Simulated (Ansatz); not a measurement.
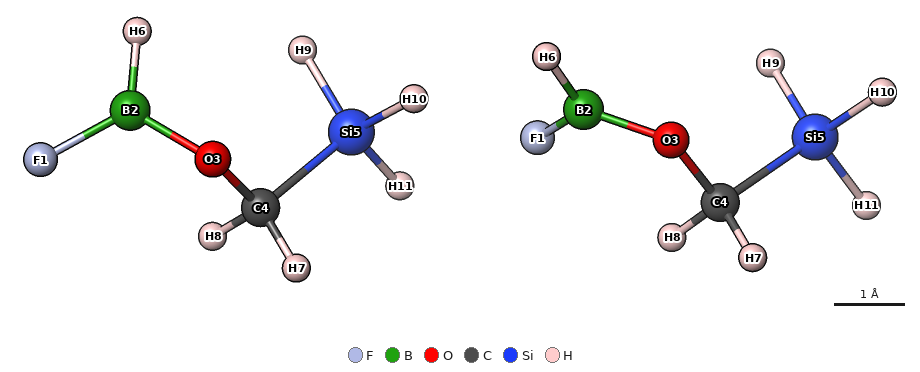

Two geometries of CH6BFOSi (coarse preliminary run), drawn at one scale. One is the start of a relaxation, the other its converged end. A ball-and-stick model, seen at a tilt.

Method: RKS PBE-D4/def2-SVP in Ansatz. (force threshold 0.03 eV/Å; at most 200 steps)

Which geometry has the lower energy?

The right one is the relaxed one. The start comes from a force field. Over 17 accepted moves (18 points after the start) the energy falls by 1.280 eV. The largest force component goes from 4.2 to 0.018 eV/Å. The line search rejected the trial step at point 10 of the run. The largest move after the best rigid fit is that of H6, 1.54 Å. By element the largest moves are H 1.54 Å, F 1.15 Å, O 0.29 Å, B 0.18 Å, Si 0.15 Å, C 0.08 Å. Near-neighbour distances that change, for instance: F1–B2 1.464 → 1.343 Å, B2–O3 1.462 → 1.353 Å, O3–C4 1.353 → 1.437 Å, Si5–H11 1.445 → 1.505 Å. Bond angles that change, for instance: B2–O3–C4 114.8° → 122.7°, O3–C4–H7 113.0° → 107.7°, C4–Si5–H10 106.2° → 110.0°. Groups turn about B2–O3 by about 90°. Cost: 28 s on 4 threads of Arm Neoverse V1, with other jobs on the host.
